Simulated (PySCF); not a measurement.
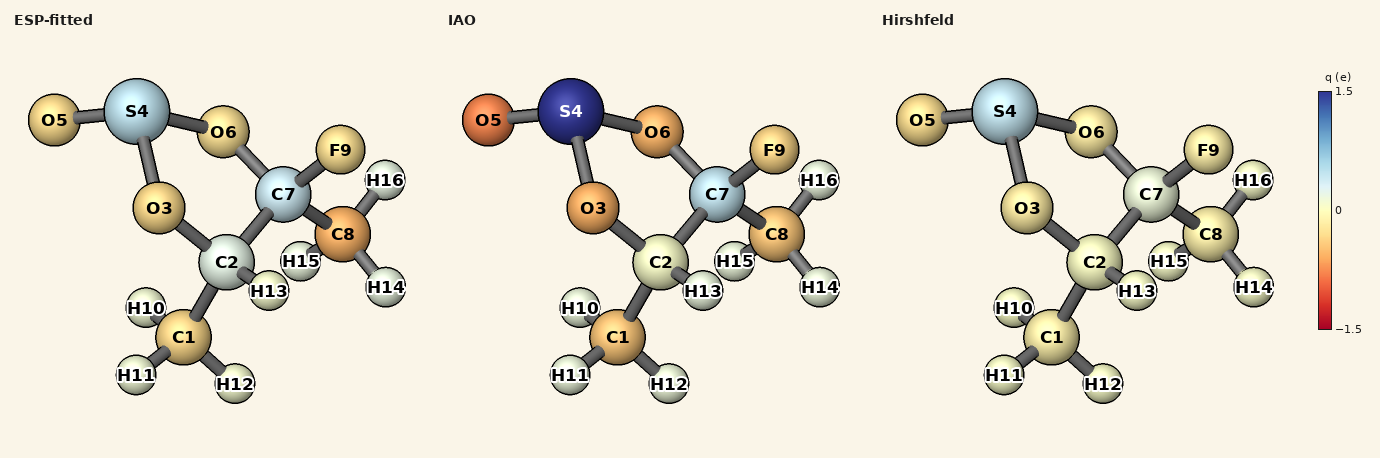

Atomic charges of one calculation by 3 schemes, on one colour scale. The geometry was computed by an optimisation with GFN2-xTB. No frequency run is at hand to confirm it as a minimum. Computed with PBE0/pcSseg-1 (PySCF 2.14.0).

Which scheme gives the most polar picture (largest mean size of the charges)?

The IAO charges are the largest in size here, and the Hirshfeld charges the smallest.

On which atom do the schemes disagree most?

On S4 (from 0.47 to 1.49 e).

List the charges (e), one line for each set of equivalent atoms.

| atom | ESP-fitted | IAO | Hirshfeld |
| --- | --- | --- | --- |
| C1 | −0.33 | −0.44 | −0.13 |
| C2 | 0.22 | 0.06 | 0.03 |
| O3 | −0.32 | −0.57 | −0.17 |
| S4 | 0.49 | 1.49 | 0.47 |
| O5 | −0.31 | −0.78 | −0.28 |
| O6 | −0.26 | −0.55 | −0.17 |
| C7 | 0.41 | 0.46 | 0.15 |
| C8 | −0.56 | −0.44 | −0.12 |
| F9 | −0.27 | −0.35 | −0.13 |
| H10 | 0.12 | 0.15 | 0.04 |
| H11 | 0.12 | 0.16 | 0.05 |
| H12 | 0.09 | 0.15 | 0.05 |
| H13 | 0.08 | 0.17 | 0.05 |
| H14 | 0.18 | 0.16 | 0.05 |
| H15 | 0.17 | 0.16 | 0.05 |
| H16 | 0.20 | 0.17 | 0.06 |
